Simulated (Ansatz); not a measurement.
**CH6B− ([BMeH3]-): levels of theory compared**

We compute a comparison of 6 runs (HF/STO-3G, B2PLYP/STO-3G, HSE06/STO-3G, PBE0/STO-3G, wB97X/STO-3G, BCCD(T)/STO-3G) of CH6B− ([BMeH3]-). 

The calculation is run with Ansatz 0.2.0.

1 further run of the same task is left out (it didn't finish).

## (1) Starting point

CH6B−: 8 atoms, total charge -1, spin state singlet. SMILES: `[H][B-]([H])([H])C`. The H4–C2 distance was set to 1.644 Å, away from the relaxed value. At this shape a bond of the SMILES string is far longer than usual.

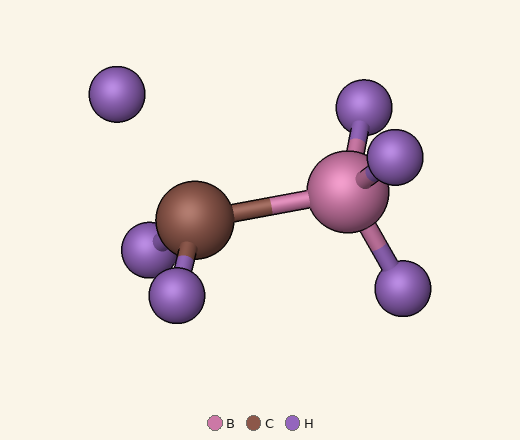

The structure, seen from a chosen angle (boron pink, carbon brown, hydrogen purple).

## (2) A single-point energy at HF/STO-3G (run 1)

The input, in.yaml:

```yaml
crystal:
  periodic: [false, false, false]
  atoms:
    - symbol: B
      position_ang: [-0.276155, -0.423396, -1.028320]
    - symbol: C
      position_ang: [-0.271875, -0.429276, 0.620780]
    - symbol: H
      position_ang: [-1.284215, -0.384526, 1.037240]
    - symbol: H
      position_ang: [0.550190, 0.849940, 1.244930]
    - symbol: H
      position_ang: [0.195615, -1.331786, 1.030830]
    - symbol: H
      position_ang: [0.877415, -0.461666, -1.457170]
    - symbol: H
      position_ang: [-0.820185, 0.597804, -1.448330]
    - symbol: H
      position_ang: [-0.889045, -1.402076, -1.456370]
basis:
  gaussian: {orbitals: STO-3G}
total_charge: -1
magnetization: {spin_polarized: false}
hamiltonian: {xc: hf}
accuracy: high
```

On the command line:

```sh
ansatz run in.yaml --threads 1 --pin off --max-ram 2610MiB --events-out events.jsonl --progress --plain --runs-dir runs
```

The program printed:

```text
Warning: RAYON_NUM_THREADS=1 ignored (pool sized by the plan → 1); use --threads N
Functional definition: HF
  name "HF"
  exchange = exact_x
  correlation = 0
277 factors; integrals over basis functions are off by at most 3.6e-8 eV
mean field evaluation 1: about -1767.4708 eV, gradient 2.1e1 eV
mean field evaluation 2: about -1767.5550 eV, gradient 2.0e1 eV
mean field evaluation 4: about -1769.3555 eV, gradient 1.6e0 eV
mean field evaluation 8: about -1769.3660 eV, gradient 3.1e-4 eV
mean field -1769.36604059 eV, -65.0230026722 hartree, gradient 8.2e-9 eV, S^2 0.000000; 0 other end points of the search recorded, 0 dependent functions left out
reference -1769.36604059 eV, -65.0230026722 hartree; 9, 9 occupied and 7, 7 virtual orbitals, 277 factors
Total energy: -1769.36604059 eV, -65.0230026722 hartree
```

Wall time 0.08 s (1 thread of Arm Neoverse V2, shared host).

## (3) A single-point energy at B2PLYP/STO-3G (run 2)

The input, in.yaml:

```yaml
crystal:
  periodic: [false, false, false]
  atoms:
    - {symbol: B, position_ang: [-0.276155, -0.423396, -1.028320]}
    - {symbol: C, position_ang: [-0.271875, -0.429276, 0.620780]}
    - {symbol: H, position_ang: [-1.284215, -0.384526, 1.037240]}
    - {symbol: H, position_ang: [0.550190, 0.849940, 1.244930]}
    - {symbol: H, position_ang: [0.195615, -1.331786, 1.030830]}
    - {symbol: H, position_ang: [0.877415, -0.461666, -1.457170]}
    - {symbol: H, position_ang: [-0.820185, 0.597804, -1.448330]}
    - {symbol: H, position_ang: [-0.889045, -1.402076, -1.456370]}
basis:
  gaussian:
    orbitals: STO-3G
total_charge: -1
hamiltonian:
  xc: {name: B2PLYP}
correlation:
  frozen_orbitals: {B: 1, C: 1, H: 0}
accuracy: high
```

On the command line:

```sh
ansatz run in.yaml --threads 1 --pin off --max-ram 2610MiB --events-out events.jsonl --progress --plain --runs-dir runs
```

The program printed, cut to the lines that bear on the results:

```text
Warning: RAYON_NUM_THREADS=1 ignored (pool sized by the plan → 1); use --threads N
Functional definition: B2PLYP
  name "B2PLYP"
[...]
277 factors; integrals over basis functions are off by at most 3.6e-8 eV
[...]
mean field -1779.65138228 eV, -65.4009820078 hartree, gradient 5.7e-8 eV, S^2 0.000000; 0 other end points of the search recorded, 0 dependent functions left out
2 core orbitals not correlated: weight in the atoms' cores, before any rotation towards them, 1.000 or more for the frozen orbitals, at most 0.000 for the correlated occupied ones
reference -1779.65140027 eV, -65.4009826690 hartree; 7, 7 occupied and 7, 7 virtual orbitals, 277 factors
second order -4.07352595 eV of doubles, -0.00000000 eV of singles
Total energy: -1780.75125228 eV, -65.4414014847 hartree
```

Run time: 1.4 s. Hardware: 1 thread of Arm Neoverse V2, shared host; peak memory 0.098 GiB.

Runs 3 to 5 aren't shown in full; the table further down has their settings and results.

## (4) The energy at BCCD(T)/STO-3G (run 6)

The input, molecule.yaml:

```yaml
crystal:
  periodic: [false, false, false]
  atoms:
    - {symbol: B, position_ang: [-0.276155, -0.423396, -1.028320]}
    - {symbol: C, position_ang: [-0.271875, -0.429276, 0.620780]}
    - {symbol: H, position_ang: [-1.284215, -0.384526, 1.037240]}
    - {symbol: H, position_ang: [0.550190, 0.849940, 1.244930]}
    - {symbol: H, position_ang: [0.195615, -1.331786, 1.030830]}
    - {symbol: H, position_ang: [0.877415, -0.461666, -1.457170]}
    - {symbol: H, position_ang: [-0.820185, 0.597804, -1.448330]}
    - {symbol: H, position_ang: [-0.889045, -1.402076, -1.456370]}
basis:
  gaussian:
    orbitals: STO-3G
total_charge: -1
correlation:
  method: bccd_t
  frozen_orbitals: {B: 1, C: 1, H: 0}
accuracy: high
scf:
  omitted_lower_state_checks: [cluster_reference, increment]
```

On the command line:

```sh
ansatz run molecule.yaml --threads 1 --pin off --max-ram 2610MiB --events-out events.jsonl --progress --plain --runs-dir runs
```

The program printed:

```text
Warning: RAYON_NUM_THREADS=1 ignored (pool sized by the plan → 1); use --threads N
[... 11 lines left out ...]
2 core orbitals not correlated: weight in the atoms' cores, before any rotation towards them, 1.000 or more for the frozen orbitals, at most 0.000 for the correlated occupied ones
[... 22 lines left out ...]
Total energy: -1773.89646013 eV, -65.1894925197 hartree
Checks for a lower state left out: cluster_reference, increment
```

It took 0.14 s on 1 thread of Arm Neoverse V2, shared host.

## (5) All runs side by side

```
run           level  frozen core orbitals  energy (Eh)  wall time
  1       HF/STO-3G                     –   -65.023003     0.08 s
  2   B2PLYP/STO-3G                     2   -65.441401      1.4 s
  3    HSE06/STO-3G                     –   -65.497231      1.2 s
  4     PBE0/STO-3G                     –   -65.502978     0.99 s
  5    wB97X/STO-3G                     –   -65.581399      5.1 s
  6  BCCD(T)/STO-3G                     2   -65.189493     0.14 s
```

## (6) Results

| quantity | value |
| --- | --- |
| run 6: total energy | -65.18949 Eh |
| run 6: correlation energy (2 core orbitals frozen) | -166.5 mEh |
| run 6: (T) correction | -1.26 mEh |

In words: Totals of different functionals can't be ranked against each other. In run 6 the log says that unrestricted orbitals would lower the reference, so the values rest on an unstable closed-shell determinant (other closed-shell runs at this shape may share the fault). In runs 1, 2, 3, 4, 5, 6 the basis is minimal, so the values are rough. All runs together took 9 s, the longest 5.1 s.
